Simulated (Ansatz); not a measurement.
**Geometry relaxation of AlSiH$_{7}$O (part 1 of 2)**

- system: AlSiH$_{7}$O
- method: RKS PBE0/def2-SVPD (Ansatz 0.2.0)

It belongs to a series of runs on one base structure; here: end point B relaxed. Figures and captions count atoms from 1; the log counts them from 0 in places.

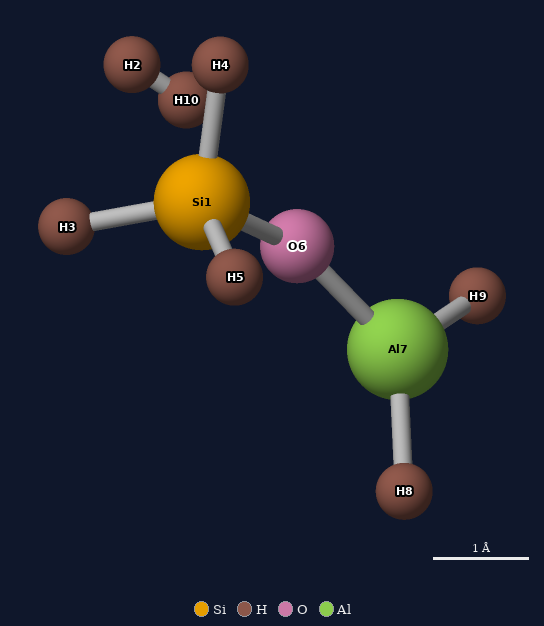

**Figure 1.** The starting structure (ball-and-stick view, seen at a tilt; atoms are numbered from 1 in the order of the input). Sticks mark near contacts. Bond lengths as drawn: Al–H 1.58 Å, Al–O 1.71 Å, H–H 0.72 Å, H–Si 1.49 to 1.50 Å and O–Si 1.67 Å.

**Input file**
```yaml
crystal:
  periodic: [false, false, false]
  atoms:
    - { symbol: Si, position_ang: [-0.203593, -0.14895, -0.449621] }
    - { symbol: H, position_ang: [-0.303008, 0.802414, 2.041446] }
    - { symbol: H, position_ang: [0.784942, -0.84817, 0.420001] }
    - { symbol: H, position_ang: [0.085688, 1.31265, -0.468468] }
    - { symbol: H, position_ang: [-0.067734, -0.679771, -1.841831] }
    - { symbol: O, position_ang: [-1.76301, -0.41959, 0.084611] }
    - { symbol: Al, position_ang: [-3.272862, -1.221997, 0.046245] }
    - { symbol: H, position_ang: [-3.397533, -2.573226, -0.769913] }
    - { symbol: H, position_ang: [-4.457396, -0.556174, 0.854001] }
    - { symbol: H, position_ang: [-0.973196, 0.594614, 1.892027] }
basis:
  gaussian: { orbitals: def2-SVPD }
hamiltonian:
  xc: pbe0
relax:
  f_tol: 0.03
  max_steps: 50
```

Command:
```bash
ansatz run input.yaml --threads 4 --pin off --max-ram 5120MiB --backend cpu --events-out ev --progress --plain --runs-dir out
```

**Output**
```
The last accepted step is kept in [file] (removed where the run ends without a failure and the disk answers)
Engine: ansatz 0.2.0, aarch64-unknown-linux-gnu
Functional definition: PBE0
  parameter a = 0.25
  parameter kappa = 0.804
  parameter beta = 0.06672455060314922
  exchange = (1 - a)*pbe_x(kappa = kappa, mu = beta*pi^2/3) + a*exact_x
  correlation = pbe_c(beta = beta)
1123 factors; their error is unknown
mean field evaluation 1: about -16616.1573 eV, gradient 5.4e1 eV
mean field evaluation 2: about -16596.0595 eV, gradient 1.1e2 eV
mean field evaluation 4: about -16621.4511 eV, gradient 1.2e0 eV
mean field evaluation 8: about -16621.5827 eV, gradient 1.3e-1 eV
mean field -16621.58272811 eV, -610.8318987446 hartree, gradient 2.5e-5 eV, S^2 0.000000; 0 other end points of the search recorded, 0 dependent functions left out
the calculation of the forces begins
reference -16621.58277180 eV, -610.8319003501 hartree; 21, 21 occupied and 106, 106 virtual orbitals, 1123 factors
relax step   1: F+E_penalty+E_count = -16621.58272811 eV  Δ(F+E_penalty+E_count) = +0.000e0 eV  max|allowed force component| = 1.609e0 eV/Å  Δτ_max = 0.0000 Å  (24 SCF iters, accepted)
these checks for a lower state are left out or cut short: starts, cluster_reference, orbital_swaps, neighbouring_geometries, increment
1123 factors; their error is unknown
mean field evaluation 16: about -16621.5138 eV, gradient 9.5e0 eV
mean field -16621.68808871 eV, -610.8357706753 hartree, gradient 1.6e-5 eV, S^2 0.000000; 0 other end points of the search recorded, 0 dependent functions left out
[... from here on the field's lines of each further geometry are left out, up to the last ...]
relax step   2: F+E_penalty+E_count = -16621.68808871 eV  Δ(F+E_penalty+E_count) = -1.054e-1 eV  max|allowed force component| = 1.765e-1 eV/Å  Δτ_max = 0.1973 Å  (27 SCF iters, accepted)
relax step   3: F+E_penalty+E_count = -16621.72098434 eV  Δ(F+E_penalty+E_count) = -3.290e-2 eV  max|allowed force component| = 1.349e-1 eV/Å  Δτ_max = 0.1913 Å  (27 SCF iters, accepted)
relax step   4: F+E_penalty+E_count = -16621.73324320 eV  Δ(F+E_penalty+E_count) = -1.226e-2 eV  max|allowed force component| = 1.074e-1 eV/Å  Δτ_max = 0.1775 Å  (27 SCF iters, accepted)
relax step   5: F+E_penalty+E_count = -16621.73657152 eV  Δ(F+E_penalty+E_count) = -3.328e-3 eV  max|allowed force component| = 3.368e-2 eV/Å  Δτ_max = 0.1156 Å  (26 SCF iters, accepted)
relax step   6: F+E_penalty+E_count = -16621.73765658 eV  Δ(F+E_penalty+E_count) = -1.085e-3 eV  max|allowed force component| = 5.733e-2 eV/Å  Δτ_max = 0.0829 Å  (26 SCF iters, accepted)
relax step   7: F+E_penalty+E_count = -16621.73812423 eV  Δ(F+E_penalty+E_count) = -4.676e-4 eV  max|allowed force component| = 1.413e-1 eV/Å  Δτ_max = 0.0716 Å  (26 SCF iters, accepted)
relax step   8: F+E_penalty+E_count = -16621.73896581 eV  Δ(F+E_penalty+E_count) = -8.416e-4 eV  max|allowed force component| = 7.932e-2 eV/Å  Δτ_max = 0.0204 Å  (27 SCF iters, accepted)
relax step   9: F+E_penalty+E_count = -16621.74236615 eV  Δ(F+E_penalty+E_count) = -3.400e-3 eV  max|allowed force component| = 5.904e-2 eV/Å  Δτ_max = 0.0981 Å  (27 SCF iters, accepted)
relax step  10: F+E_penalty+E_count = -16621.74318320 eV  Δ(F+E_penalty+E_count) = -8.171e-4 eV  max|allowed force component| = 1.053e-1 eV/Å  Δτ_max = 0.1189 Å  (27 SCF iters, accepted)
relax step  11: F+E_penalty+E_count = -16621.74407977 eV  Δ(F+E_penalty+E_count) = -8.966e-4 eV  max|allowed force component| = 5.790e-2 eV/Å  Δτ_max = 0.0385 Å  (27 SCF iters, accepted)
relax step  12: F+E_penalty+E_count = -16621.74498782 eV  Δ(F+E_penalty+E_count) = -9.080e-4 eV  max|allowed force component| = 1.450e-2 eV/Å  Δτ_max = 0.0438 Å  (26 SCF iters, accepted)
relax step  13: F+E_penalty+E_count = -16621.74541325 eV  Δ(F+E_penalty+E_count) = -4.254e-4 eV  max|allowed force component| = 7.547e-2 eV/Å  Δτ_max = 0.0994 Å  (27 SCF iters, accepted)
relax step  14: F+E_penalty+E_count = -16621.74502028 eV  Δ(F+E_penalty+E_count) = +3.930e-4 eV  max|allowed force component| = 9.103e-2 eV/Å  Δτ_max = 0.0489 Å  (26 SCF iters, rejected (line search))
relax step  15: F+E_penalty+E_count = -16621.74586842 eV  Δ(F+E_penalty+E_count) = -4.552e-4 eV  max|allowed force component| = 3.668e-2 eV/Å  Δτ_max = 0.0239 Å  (27 SCF iters, accepted)
relax step  16: F+E_penalty+E_count = -16621.74617176 eV  Δ(F+E_penalty+E_count) = -3.033e-4 eV  max|allowed force component| = 2.155e-2 eV/Å  Δτ_max = 0.0475 Å  (26 SCF iters, accepted)
relax step  17: F+E_penalty+E_count = -16621.74636780 eV  Δ(F+E_penalty+E_count) = -1.960e-4 eV  max|allowed force component| = 2.212e-2 eV/Å  Δτ_max = 0.0589 Å  (26 SCF iters, accepted)
the calculation of the forces begins
reference -16621.74653529 eV, -610.8379185476 hartree; 21, 21 occupied and 106, 106 virtual orbitals, 1123 factors
relax step  18: F+E_penalty+E_count = -16621.74649153 eV  Δ(F+E_penalty+E_count) = -1.237e-4 eV  max|allowed force component| = 2.255e-2 eV/Å  Δτ_max = 0.0336 Å  (26 SCF iters, accepted)
```

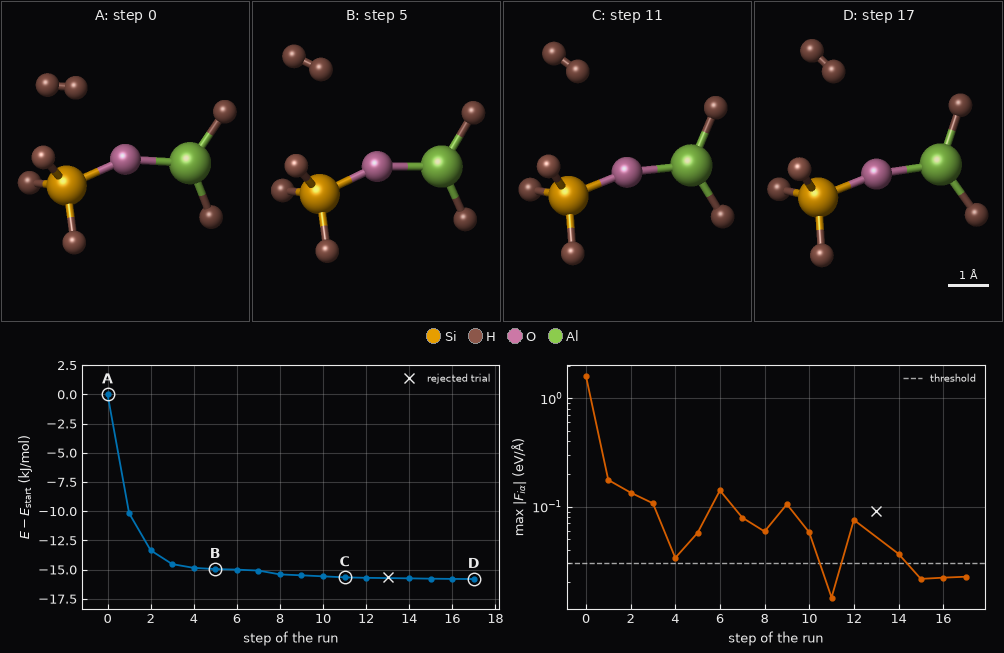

**Figure 2.** Frames of the relaxation (ball-and-stick view, seen at a tilt) above the curves, on which the letters mark them (the first geometry is step 0 here and step 1 in the log).

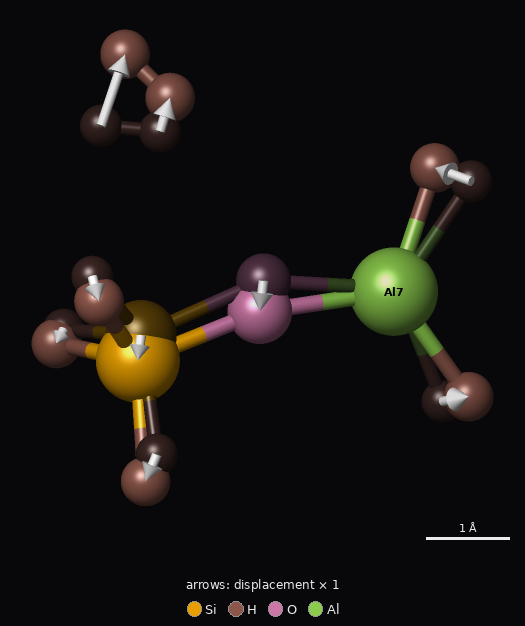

**Figure 3.** Start (faint) and end (solid) with the displacements as white arrows, at true length (ball-and-stick view, seen at a tilt). The two geometries are laid on each other by the best rigid fit. The atom that moves furthest after the best rigid fit is H2 (0.92 Å). By element the largest moves are H 0.92 Å, O 0.38 Å, Si 0.31 Å, Al 0.07 Å. Distances before and after: H2–H10 0.717 → 0.761 Å, Si1–O6 1.670 → 1.654 Å, O6–Al7 1.710 → 1.705 Å. Among the angles that change: Si1–O6–Al7 153.2° → 167.1°. After 17 geometry steps the energy has fallen by 15.8 kJ/mol. Largest force component: 1.6 eV/Å at the start, 0.023 eV/Å at the end. The line search rejected the trial step at point 13 (counted from 0) and went back. (Atoms are counted from 1 in the order of the input.)

```
1123 factors; their error is unknown
mean field -16621.74649153 eV, -610.8379169392 hartree, gradient 1.8e-5 eV, S^2 0.000000; 1 other end points of the search recorded, 0 dependent functions left out
the calculation of the forces begins
reference -16621.74653529 eV, -610.8379185476 hartree; 21, 21 occupied and 106, 106 virtual orbitals, 1123 factors
Total energy: -16621.74653529 eV, -610.8379185476 hartree
Atom 0 at    -0.106738    -0.276801    -0.720703 Å, force    -0.003222     0.000477     0.000532 eV/Å
Atom 1 at    -0.747773     1.093146     2.765450 Å, force    -0.004636    -0.002119    -0.006753 eV/Å
Atom 2 at     0.902641    -0.851650     0.217385 Å, force    -0.005267     0.002096    -0.001833 eV/Å
Atom 3 at     0.063675     1.205309    -0.780150 Å, force    -0.001266    -0.004999     0.000749 eV/Å
Atom 4 at     0.115929    -0.846171    -2.084729 Å, force    -0.001104    -0.000653     0.002298 eV/Å
Atom 5 at    -1.629861    -0.637997    -0.185281 Å, force     0.003817     0.002423     0.000746 eV/Å
Atom 6 at    -3.211490    -1.228720     0.053277 Å, force    -0.011388    -0.012703     0.002837 eV/Å
Atom 7 at    -3.763107    -2.331929    -0.941559 Å, force     0.007240     0.022554     0.015048 eV/Å
Atom 8 at    -4.029689    -0.633263     1.270356 Å, force     0.009454    -0.010489    -0.019910 eV/Å
Atom 9 at    -1.161291     0.769876     2.214451 Å, force     0.006370     0.003413     0.006285 eV/Å
Dipole moment:    -0.073303    -0.044193    -0.017922 e Å
```

**Trajectory as extended XYZ (Å, eV, eV/Å), 18 frames, from step=1 to step=18**
```
10
Properties=species:S:1:pos:R:3:forces:R:3 step=1 energy=-16621.58273
Si   -0.2036   -0.1489   -0.4496   -0.2728  -0.1391  -0.1486
H    -0.3030    0.8024    2.0414    1.6087   0.5926   0.5836
H     0.7849   -0.8482    0.4200   -0.0003  -0.0040   0.0118
H     0.0857    1.3127   -0.4685   -0.0004   0.0063   0.0019
H    -0.0677   -0.6798   -1.8418   -0.0011   0.0018   0.0048
O    -1.7630   -0.4196    0.0846    0.1931  -0.0661  -0.2670
Al   -3.2729   -1.2220    0.0462    0.0157   0.0069  -0.0019
H    -3.3975   -2.5732   -0.7699   -0.0034   0.0047  -0.0053
H    -4.4574   -0.5562    0.8540    0.0054  -0.0007   0.0063
H    -0.9732    0.5946    1.8920   -1.5449  -0.4023  -0.1857
10
Properties=species:S:1:pos:R:3:forces:R:3 step=2 energy=-16621.68809
Si   -0.2110   -0.1737   -0.5049   -0.1758  -0.0260   0.0331
H    -0.2736    0.8834    2.2190    0.0086   0.0485   0.1164
H     0.7735   -0.8597    0.3828   -0.0202  -0.0284  -0.0192
H     0.0810    1.2891   -0.5047   -0.0177  -0.0063  -0.0330
H    -0.0707   -0.7036   -1.8935    0.0190  -0.0111  -0.0375
O    -1.7663   -0.4375    0.0326    0.1765  -0.0182  -0.1385
Al   -3.2786   -1.2348    0.0231    0.0072   0.0257   0.0187
H    -3.4078   -2.5874   -0.7866   -0.0188  -0.0170  -0.0142
H    -4.4528   -0.5629    0.8428    0.0163  -0.0089  -0.0031
H    -0.9613    0.6487    1.9977    0.0050   0.0418   0.0773
10
Properties=species:S:1:pos:R:3:forces:R:3 step=3 energy=-16621.72098
Si   -0.2091   -0.1950   -0.5601   -0.1349  -0.0126   0.0561
H    -0.2944    0.9502    2.3971   -0.0549   0.0011   0.0334
H     0.7734   -0.8876    0.3249   -0.0099  -0.0024  -0.0041
H     0.0817    1.2682   -0.5671   -0.0053  -0.0063  -0.0086
H    -0.0721   -0.7274   -1.9482    0.0124  -0.0117  -0.0392
O    -1.7575   -0.4508   -0.0076    0.1213  -0.0097  -0.0809
Al   -3.2730   -1.2420    0.0096    0.0079   0.0194  -0.0033
H    -3.4180   -2.5950   -0.7984   -0.0160  -0.0118  -0.0045
H    -4.4378   -0.5649    0.8376    0.0193  -0.0040   0.0061
H    -0.9610    0.7061    2.1208    0.0602   0.0381   0.0450
10
Properties=species:S:1:pos:R:3:forces:R:3 step=4 energy=-16621.73324
Si   -0.2136   -0.2152   -0.6030   -0.0434   0.0073   0.0325
H    -0.2963    1.0175    2.5613   -0.1074  -0.0326  -0.0330
H     0.7667   -0.9079    0.2844    0.0002   0.0002  -0.0031
H     0.0760    1.2482   -0.6104    0.0007  -0.0011  -0.0046
H    -0.0742   -0.7470   -1.9923    0.0092  -0.0082  -0.0204
O    -1.7566   -0.4685   -0.0463    0.0315  -0.0198  -0.0442
Al   -3.2750   -1.2535   -0.0158    0.0060   0.0018   0.0168
H    -3.4367   -2.6081   -0.8198   -0.0094   0.0052  -0.0052
H    -4.4247   -0.5747    0.8305    0.0093   0.0015   0.0027
H    -0.9334    0.7710    2.2198    0.1034   0.0457   0.0585
```
